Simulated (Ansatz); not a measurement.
# AlClFGaH2: the cost of one run

Program: Ansatz 0.2.0, Gaussian basis. Level of theory: the settings change from run to run. These are calculated values, not measurements.

### Step 1. The relaxed structure

The geometry comes from an earlier relaxation with PBE0-D4 in a triple-zeta def2 set; it is a stationary point.

6 atoms, charge 0, spin multiplicity 1.

Atoms are counted from 1 here; the program's logs count them from 0.

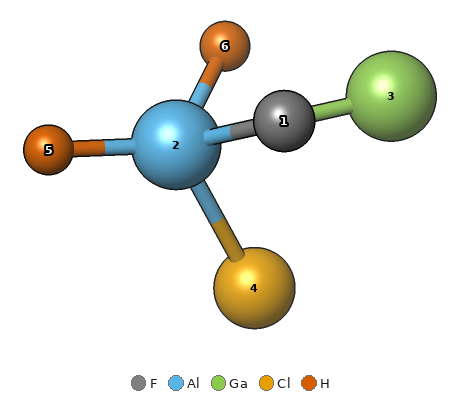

The structure; fluorine grey, aluminium blue, gallium green, chlorine amber, hydrogen orange; atoms are numbered from 1 in the order of the file.

### Step 2. wB97M-V/pcseg-2

This run has multiplicity 3, density fitting with def2-universal-jkfit.

The input, in.yaml:

```yaml
crystal:
  periodic: [false, false, false]
  atoms:
    - {symbol: F, position_ang: [-1.303201, 0.643161, -0.412141]}
    - {symbol: Al, position_ang: [0.398645, 0.377162, -0.398861]}
    - {symbol: Ga, position_ang: [-1.235251, -0.857468, 1.404497]}
    - {symbol: Cl, position_ang: [0.354130, -1.802393, -0.671153]}
    - {symbol: H, position_ang: [1.374373, 1.272774, -1.237749]}
    - {symbol: H, position_ang: [0.453403, 0.302663, 1.269208]}
basis:
  gaussian: {orbitals: pcseg-2, fitting: {mean_field: def2-universal-jkfit}}
magnetization: {spin_polarized: true, initial_magnetization: 2}
hamiltonian: {xc: {name: wB97M-V}}
output: {forces: true}
```

Started as:

```console
$ ansatz run in.yaml --threads 2 --pin off --events-out ev --progress --plain --max-ram 4352MiB
```

Q: Estimate wall time and peak memory on 2 threads of Arm Neoverse V2, shared host.

About 57 s, with a peak of 0.94 GiB.
